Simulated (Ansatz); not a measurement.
## Electronic structure of AlF$_{2}$H$_{3}$Si (SMILES F[SiH](F)[AlH2]) in real space

Input

```
crystal:
  periodic: [false, false, false]
  atoms:
    - {symbol: F, position_ang: [-0.127520, -1.781749, 1.217966]}
    - {symbol: Si, position_ang: [0.690297, -0.665702, 0.411647]}
    - {symbol: F, position_ang: [1.445929, -1.422723, -0.780171]}
    - {symbol: Al, position_ang: [-0.898304, 0.984495, -0.541583]}
    - {symbol: H, position_ang: [1.755579, -0.192746, 1.335389]}
    - {symbol: H, position_ang: [-0.774465, 2.517789, -0.152858]}
    - {symbol: H, position_ang: [-2.030116, 0.492537, -1.536189]}
basis:
  gaussian: {orbitals: def2-TZVPP}
hamiltonian: {xc: pbe0, dispersion: d4}
output: {orbitals: {seedname: orbitals}}
```

Run with:

```sh
ansatz run in.yaml --threads 2 --pin off --events-out ev --progress --plain --max-ram 4352MiB
```

Geometry: PBE0-D4/def2-TZVP.

Level of theory: Ansatz, RKS PBE0-D4/def2-TZVPP.

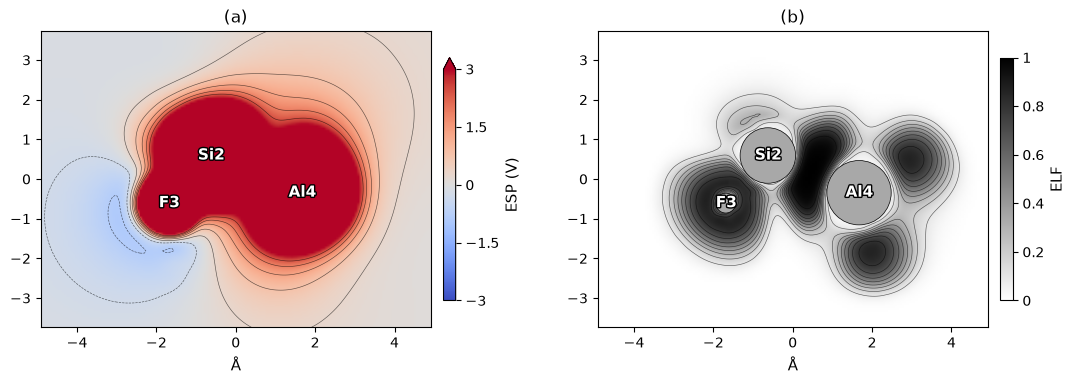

Figure 1. (a) electrostatic potential; (b) ELF on the plane of atoms F3, Si2 and Al4. Grey discs cover the atomic cores in the ELF map.

What do the fields say about this system?

Answer. The section cuts through Si, F and Al sites.
Si–F (1.60 Å): the ELF peaks at about 0.85 in the valence shell of F, 0.6 Å from its nucleus, and is about 0.55 at the midpoint.
Al–Si (2.48 Å): the ELF peaks at about 1 between the atoms: a covalent bond.
The ELF also peaks beside F3, away from the bonds: lone-pair regions.
Outside the dense part of the molecule the potential is most negative (−0.9 V) near F3.

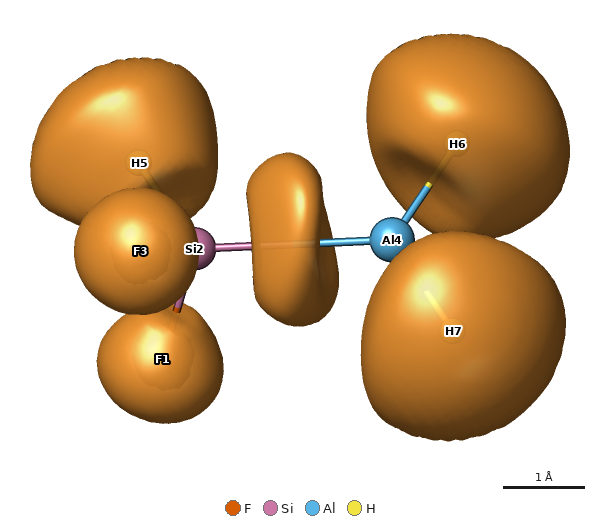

Figure 2. Isosurface of the electron localisation function at 0.75 (orange), seen at a tilt. Core shells and regions of very low density are left out.

Identify the bonds, lone pairs and shells in this picture.

Answer. At this value the surface marks out one region between bonded Al–Si atoms (shared pairs), three regions around hydrogen nuclei and two regions wrapped around F (the valence shell of each).

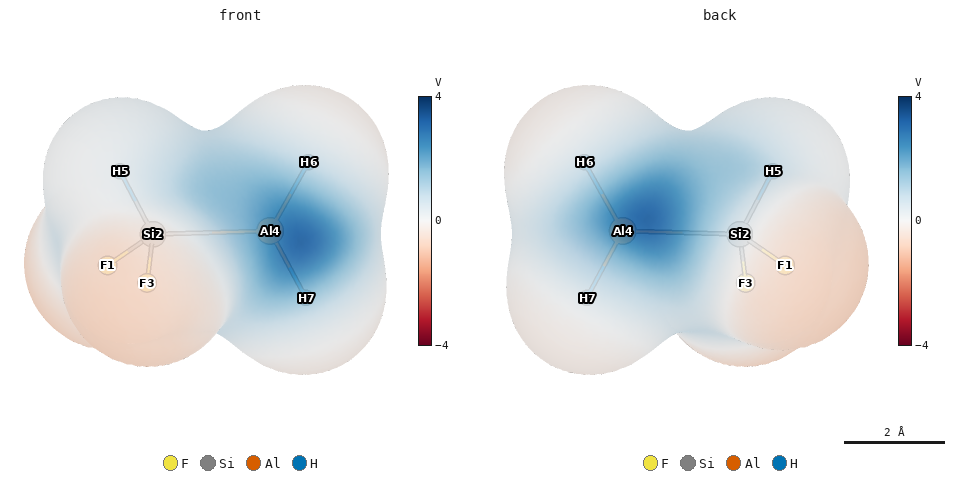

Figure 3. The electrostatic potential painted on the density surface at 0.001 e/bohr³, seen from the front and from behind; red is negative and blue positive.

Describe the electrostatic potential map.

Answer. The most negative region (about −0.8 V) lies over F1 and F3, the most positive (about +3.1 V) over Al4.
